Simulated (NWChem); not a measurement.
# CS (carbon monosulfide) at 6 levels

Wanted: a comparison of 6 runs (HF/STO-3G, HF/3-21G, B3LYP/6-31G*, B2PLYP/cc-pVTZ, CR-CCSD(T)/cc-pVTZ, MP3/cc-pVTZ) of CS (carbon monosulfide). 

The calculation is run with NWChem 7.3.0.

### 1 The structure to begin with

CS: 2 atoms, total charge 0, spin state singlet. As SMILES, `[C-]#[S+]`. Geometry: the measured bond length.

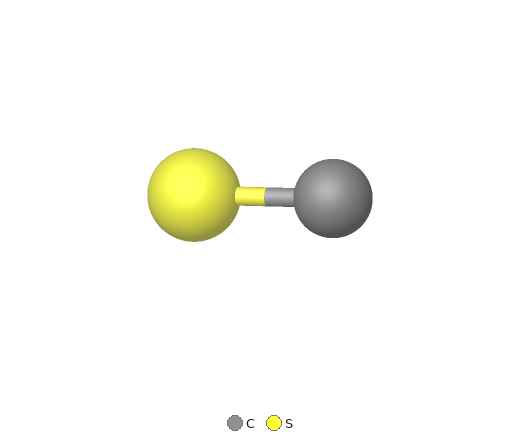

Viewed from a chosen angle; carbon grey, sulfur yellow.

### 2 Energy and gradient at HF/STO-3G (run 1)

run.py

```python
from ase import Atoms
from ase.calculators.nwchem import NWChem

atoms = Atoms('CS', positions=[
    [0.000000, 0.000000, 0.000000],
    [0.000000, 0.000000, 1.534941],
])

calc = NWChem(
    label='nw',
    theory='scf',
    memory='2200 mb',
    basis='STO-3G',
    basispar='spherical bse',
    scf={'nopen': '0', 'rhf': None, 'thresh': '1e-08', 'maxiter': '80'},
)
atoms.calc = calc

forces = atoms.get_forces()
e = atoms.get_potential_energy()
print(f"E = {e:.6f} eV")
print("forces (eV/A):")
for s, f in zip(atoms.symbols, forces):
    print(f"{s:2s} {f[0]:10.5f} {f[1]:10.5f} {f[2]:10.5f}")
print("dipole (e A):", atoms.get_dipole_moment().round(4))
```

The run is started by

```
export ASE_NWCHEM_COMMAND="nwchem PREFIX.nwi > PREFIX.nwo"
python run.py
```

Log:

```text
E = -11713.720820 eV
forces (eV/A):
C    -0.00000    0.00000    1.22770
S     0.00000   -0.00000   -1.22770
dipole (e A): [-0.      0.      0.1942]
```

The calculator wrote nw.nwi:

```
title "nw"

permanent_dir nw

scratch_dir nw

start nw

geometry units angstrom nocenter noautosym noautoz
  C  0.0000000000000000e+00 0.0000000000000000e+00 0.0000000000000000e+00
  S  0.0000000000000000e+00 0.0000000000000000e+00 1.5349410000000001e+00
end

memory 2200 mb

basis spherical bse noprint
   * library STO-3G
end

scf
  nopen 0
  rhf
  thresh 1e-08
  maxiter 80
end

task scf gradient
```

nw.nwo:

```text
Northwest Computational Chemistry Package (NWChem) 7.3.0
             --------------------------------------------------------

           Job information
           ---------------

    nwchem branch   = 7.3.0
    use scalapack   = T
    input           = nw.nwi
    prefix          = nw.
    data base       = nw/nw.db
    status          = startup
    nproc           =        1

           Memory information
           ------------------

[... 5 lines left out ...]
    hardfail = no
[... 100 lines left out ...]
         Quadratically convergent ROHF
[... 14 lines left out ...]
       Final RHF  results
[... 4 lines left out ...]
      Two-electron energy =    199.605450183503
[... 23 lines left out ...]
                       ROHF Final Molecular Orbital Analysis
[... 137 lines left out ...]
                 ----------------------------------------
                 |  Time  |  1-e(secs)   |  2-e(secs)   |
                 ----------------------------------------
                 |  CPU   |       0.00   |       0.07   |
                 ----------------------------------------
                 |  WALL  |       0.00   |       0.07   |
                 ----------------------------------------

 Task  times  cpu:        0.3s     wall:        0.3s
 Total times  cpu:        0.3s     wall:        0.3s
```

Run time: 1.4 s. Hardware: 1 thread of Intel Xeon Platinum 8259CL at 2.50GHz (Skylake/Cascade Lake), shared host; peak memory 0.1 GiB.

### 3 Energy and gradient at HF/3-21G (run 2)

run.py

```python
from ase import Atoms
from ase.calculators.nwchem import NWChem

mol = Atoms('CS', positions=[
    [0.000000, 0.000000, 0.000000],
    [0.000000, 0.000000, 1.534941],
])

calc = NWChem(
    label='calc',
    theory='scf',
    memory='2200 mb',
    basis='3-21G',
    basispar='spherical bse',
    scf={'nopen': '0', 'rhf': None, 'thresh': '1e-08', 'maxiter': '80'},
)
mol.calc = calc

forces = mol.get_forces()
e = mol.get_potential_energy()
print(f"E = {e:.6f} eV")
print("forces (eV/A):")
for s, f in zip(mol.symbols, forces):
    print(f"{s:2s} {f[0]:10.5f} {f[1]:10.5f} {f[2]:10.5f}")
print("dipole (e A):", mol.get_dipole_moment().round(4))
```

The run is started by

```
export ASE_NWCHEM_COMMAND="nwchem PREFIX.nwi > PREFIX.nwo"
python run.py
```

Log:

```text
E = -11785.852283 eV
forces (eV/A):
C    -0.00000   -0.00000   -1.64437
S     0.00000    0.00000    1.64437
dipole (e A): [-0.     -0.      0.2058]
```

The calculator wrote calc.nwi:

```
title "calc"

permanent_dir calc

scratch_dir calc

start calc

geometry units angstrom nocenter noautosym noautoz
  C  0.0000000000000000e+00 0.0000000000000000e+00 0.0000000000000000e+00
  S  0.0000000000000000e+00 0.0000000000000000e+00 1.5349410000000001e+00
end

memory 2200 mb

basis spherical bse noprint
   * library 3-21G
end

scf
  nopen 0
  rhf
  thresh 1e-08
  maxiter 80
end

task scf gradient
```

calc.nwo:

```text
Northwest Computational Chemistry Package (NWChem) 7.3.0
             --------------------------------------------------------

           Job information
           ---------------

    nwchem branch   = 7.3.0
    use scalapack   = T
    input           = calc.nwi
    prefix          = calc.
    data base       = calc/calc.db
    status          = startup
    nproc           =        1

           Memory information
           ------------------

[... 5 lines left out ...]
    hardfail = no
[... 100 lines left out ...]
         Quadratically convergent ROHF
[... 14 lines left out ...]
       Final RHF  results
[... 4 lines left out ...]
      Two-electron energy =    196.637230962005
[... 30 lines left out ...]
                       ROHF Final Molecular Orbital Analysis
[... 192 lines left out ...]
                 ----------------------------------------
                 |  Time  |  1-e(secs)   |  2-e(secs)   |
                 ----------------------------------------
                 |  CPU   |       0.00   |       0.08   |
                 ----------------------------------------
                 |  WALL  |       0.00   |       0.08   |
                 ----------------------------------------

 Task  times  cpu:        0.4s     wall:        0.4s
 Total times  cpu:        0.4s     wall:        0.4s
```

It took 1.6 s on 1 thread of Intel Xeon Platinum 8259CL at 2.50GHz (Skylake/Cascade Lake), shared host; peak memory 0.098 GiB.

### 4 Energy and gradient at B3LYP/6-31G(d) (Cartesian functions) (run 3)

m1.nw

```
start m1
title "carbon monosulfide"
memory stack 880 mb heap 220 mb global 1100 mb
geometry noautosym nocenter noautoz
C     0.000000    0.000000    0.000000
S     0.000000    0.000000    1.534941
end
basis
* library 6-31G*
end
dft
xc b3lyp
mult 1
grid xfine
convergence energy 1e-08
iterations 100
mulliken
noprint "final vectors analysis"
end
task dft gradient
```

The run is started by

```
nwchem m1.nw > m1.out
```

Log:

```text
[...]
          Wavefunction type:  closed shell.
          No. of atoms     :     2
          No. of electrons :    22
[...]
          Charge           :     0
          Spin multiplicity:     1
[...]
          AO basis - number of functions:    34
[...]
              XC Information
              --------------
                         B3LYP Method XC Potential
                     Hartree-Fock (Exact) Exchange  0.200
                        Slater Exchange Functional  0.800 local
                    Becke 1988 Exchange Functional  0.720 non-local
              Lee-Yang-Parr Correlation Functional  0.810
                  VWN I RPA Correlation Functional  0.190 local
[...]
 d= 0,ls=0.0,diis     1   -436.1807954337 -4.69D+02  2.27D-02  3.13D-01     0.6
[...]
 d= 0,ls=0.0,diis    10   -436.2091399160 -5.90D-11  1.64D-07  1.85D-11     3.8
         Total DFT energy =     -436.209139915992
      One electron energy =     -665.926312831039
           Coulomb energy =      227.606864415770
    Exchange-Corr. energy =      -30.986087977181
 Nuclear repulsion energy =       33.096396476458
[...]
      Total Density - Mulliken Population Analysis
     ---------------------------------------------
    Atom       Charge   Shell Charges
 -----------   ------   -------------------------------------------------------
    1 C    6     6.10   1.99  0.87  1.50  1.03  0.74 -0.03
    2 S   16    15.90   2.00  1.99  5.97  1.46  2.98  0.50  1.00  0.00
[...]
  wavefunction    = closed shell
                         DFT ENERGY GRADIENTS
    atom               coordinates                        gradient
                 x          y          z           x          y          z
   1 C       0.000000   0.000000   0.000000    0.000000  -0.000000   0.013641
   2 S       0.000000   0.000000   2.900618   -0.000000   0.000000  -0.013641
[...]
```

Wall time 5.4 s (1 thread of Intel Xeon Platinum 8259CL at 2.50GHz (Skylake/Cascade Lake), shared host); peak memory 0.11 GiB.

Runs 4 to 5 aren't shown in full; the table further down has their settings and results.

### 5 A single-point energy at MP3/cc-pVTZ (run 6)

run.py

```python
from ase import Atoms
from ase.calculators.nwchem import NWChem

mol = Atoms('CS', positions=[
    [0.000000, 0.000000, 0.000000],
    [0.000000, 0.000000, 1.534941],
])

calc = NWChem(
    label='input',
    theory='tce',
    memory='2200 mb',
    basis='cc-pVTZ',
    basispar='spherical bse',
    scf={'nopen': '0', 'rhf': None, 'thresh': '1e-08', 'maxiter': '80'},
    tce={'scf': None, 'mbpt3': None, 'freeze': 'core 6', 'maxiter': '60'},
    task='energy',
)
mol.calc = calc

e = mol.get_potential_energy()
print(f"E = {e:.6f} eV")
```

The run is started by

```
export ASE_NWCHEM_COMMAND="nwchem PREFIX.nwi > PREFIX.nwo"
python run.py
```

Log:

```text
E = -11855.124114 eV
```

The calculator wrote input.nwi:

```
title "input"

permanent_dir input

scratch_dir input

start input

geometry units angstrom nocenter noautosym noautoz
  C  0.0000000000000000e+00 0.0000000000000000e+00 0.0000000000000000e+00
  S  0.0000000000000000e+00 0.0000000000000000e+00 1.5349410000000001e+00
end

memory 2200 mb

basis spherical bse noprint
   * library cc-pVTZ
end

scf
  nopen 0
  rhf
  thresh 1e-08
  maxiter 80
end
tce
  scf
  mbpt3
  freeze core 6
  maxiter 60
end

task tce energy
```

input.nwo:

```text
Northwest Computational Chemistry Package (NWChem) 7.3.0
             --------------------------------------------------------

           Job information
           ---------------

    nwchem branch   = 7.3.0
    use scalapack   = T
    input           = input.nwi
    prefix          = input.
    data base       = input/input.db
    status          = startup
    nproc           =        1

           Memory information
           ------------------

[... 5 lines left out ...]
    hardfail = no
[... 34 lines left out ...]
            Nuclear Dipole moment (a.u.)
[... 58 lines left out ...]
 2-e energy   =     196.863327
[... 10 lines left out ...]
 Final Fock-matrix accuracy:          1.000E-10
[... 14 lines left out ...]
      One-electron energy =   -665.696837811252
[... 5 lines left out ...]
             Final eigenvalues
[... 329 lines left out ...]
 MBPT(2) total energy / hartree       =      -435.655485615881901
[... 1 line left out ...]
 MBPT(3) iterations
 --------------------------------------------------------
 Iter          Residuum       Correlation     Cpu    Wall
 --------------------------------------------------------
    1   0.1649952728372   0.0000000000000     0.1     0.1
    2   0.0000000000144  -0.0122934362056     0.1     0.1
 --------------------------------------------------------
 Iterations converged
 MBPT(3) correlation energy / hartree =        -0.012293436205578
 MBPT(3) total energy / hartree       =      -435.667779052087496

 Task  times  cpu:       37.1s     wall:       37.1s
 Total times  cpu:       37.2s     wall:       37.2s
```

It took 39 s on 1 thread of Intel Xeon Platinum 8259CL at 2.50GHz (Skylake/Cascade Lake), shared host; peak memory 0.48 GiB.

### 6 All runs side by side

```csv
run,level,Cartesian functions,iteration cap,energy (Eh),dipole moment (D),HOMO energy (eV),LUMO energy (eV),wall time
1,HF/STO-3G,no,80,-430.471304,0.93,-9.27,6.84,1.4 s
2,HF/3-21G,no,80,-433.122086,0.99,-12.70,1.86,1.6 s
3,B3LYP/6-31G* (Cartesian functions),yes,100,-436.209140,1.57,–,–,5.4 s
4,B2PLYP/cc-pVTZ,no,100,-436.089157,1.76,-10.32,-0.77,19 s
5,CR-CCSD(T)/cc-pVTZ,no,80,-435.687886,–,–,–,51 s
6,MP3/cc-pVTZ,no,80,-435.667779,–,-12.57,1.67,39 s
```

### 7 Results

| quantity | value |
| --- | --- |
| run 6: total energy | -435.66778 Eh |
| run 6: HOMO energy (Hartree–Fock orbitals) | -12.57 eV |
| run 6: LUMO energy (Hartree–Fock orbitals) | 1.67 eV |
| run 6: HOMO–LUMO gap (Hartree–Fock orbitals) | 14.24 eV |
| run 6: correlation energy (6 core orbitals frozen) | -315.1 mEh |

What this shows: Over runs 1, 2, 3, 4 the dipole moment (its size) runs from 0.93 D (HF/STO-3G) to 1.76 D (B2PLYP/cc-pVTZ). The two ends differ in method and basis. A double hybrid's value is that of its SCF part. Over runs 1, 2, 4 the HOMO–LUMO gap runs from 9.55 eV (B2PLYP/cc-pVTZ) to 16.11 eV (HF/STO-3G). Totals of different functionals can't be ranked against each other. In run 1 the basis is minimal, so the values are rough. All runs together took 2 min, the longest 51 s.
